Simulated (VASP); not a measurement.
Band structure of CrAl (relaxed from the wurtzite structure, space group P6_3/mmc). All values below come from PBE GGA, VASP's PBE PAW potentials (set 64) (plane waves; VASP).

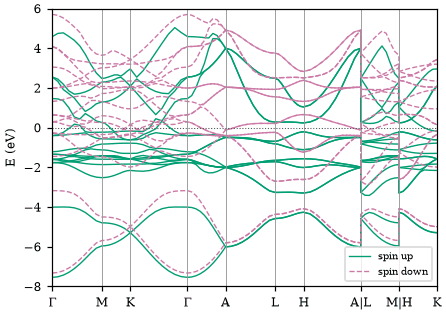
Bands along high-symmetry lines, zero at the valence-band maximum or, without a gap, the Fermi level

**Question.** Read the plot: is there a gap, and where are the band edges?

**Answer.** It has no gap at this level: it comes out as a metal or semimetal. (Edges off the drawn lines would not show.)

The structure was generated: CrAl was put into the wurtzite type (P6_3mc), which need not be its known phase. It was relaxed first, which changed the volume by -22 %. The relaxed cell has space group P6_3/mmc.
